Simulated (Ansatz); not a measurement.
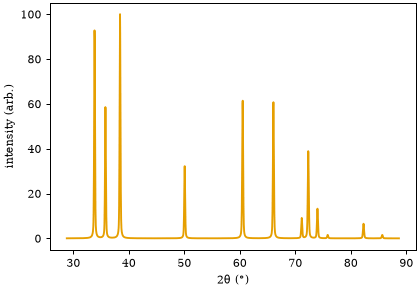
*Simulated powder pattern, Fe Kα, λ = 1.93735 Å*

The pattern belongs to a structure relaxed with PBE in the plane-wave PAW code Ansatz.

### Question
Which of these materials gives this?
(A) Zn, hcp (Mg type)
(B) Yb, fcc (Cu type)
(C) ZnS, wurtzite
(D) C, diamond

### Answer
C, ZnS, wurtzite

Space group P6_3mc (wurtzite). The PBE relaxation kept the symmetry of its start; phonons on a q-mesh show no instability.

Potentials: the later of the program's two PAW sets.
